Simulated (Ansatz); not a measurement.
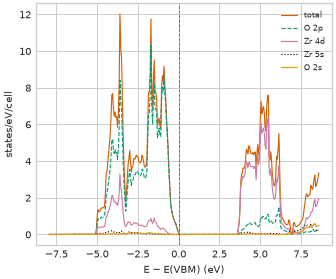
Figure. Total and projected density of states of ZrO₂ (rutile, P4_2/mnm), plane-wave PAW LDA (Ansatz code)

Q: Which orbitals carry the states next to the gap?

A: Top 1 eV of the valence band: O 2p 95 %. Bottom 1 eV of the conduction band: Zr 4d 85 %, O 2p 11 %. Projections are on Löwdin-orthogonalised atomic valence shells; empty p or d shells of many metals are not among them.

Q: Where is the tallest occupied peak in this window, and what makes it?

A: Near -3.6 eV, about 12 states/eV per cell; the largest projected share is O 2p.

The first step of the workflow began from a Materials Project structure, measured or hypothetical; the Crystallography Open Database copy checked does not list it. It is not the phase usual at ambient conditions (space group No. 14). The LDA relaxation kept the symmetry of its start; whether a distortion lowers the energy is not shown. No spin polarisation was allowed. Scalar-relativistic: spin–orbit coupling is off unless named, which matters more the heavier the elements.

Potentials: the later of the program's two PAW sets.
